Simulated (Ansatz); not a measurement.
Partial pair distribution functions of a relaxed model of amorphous Si₂₄O₅₁W, broadened by 0.06 Å; density 2.57 g/cm³. Level of theory: PBE, scalar-relativistic without spin-orbit coupling (plane waves to 420 eV, PAW; Ansatz, a first-principles code).

Preparation: random packing, a CHGNet melt and quench, and a DFT relaxation. O atoms were pushed apart under 1.9 Å during the dynamics, to hinder bonds among them. The hot cell started wider than the set density and was brought back towards it in steps. It is the lowest in DFT energy of 2 quenches. It is a model cell: composition and starting density were chosen by hand, and all elements were melted together. No dispersion term was used. Its density started from a set value of 2.43 and ended at 2.57 g/cm³. The simulated quench (nominally 400 K/ps over its main leg) is rapid and tends to freeze in more defects than a deposited or slowly cooled glass has. A cell of this size samples the disorder only roughly. Volume and shape were free in the relaxation.

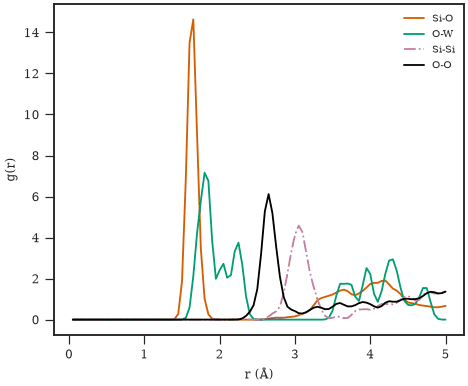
Figure: Partial pair distribution functions

Highest peaks under 4.5 Å: Si-O near 1.65 Å, O-W near 1.80 Å, Si-Si near 3.05 Å, O-O near 2.65 Å; pairs of few atoms are noisy.

Within 1.94 Å each Si has 4.04 O neighbours on average.
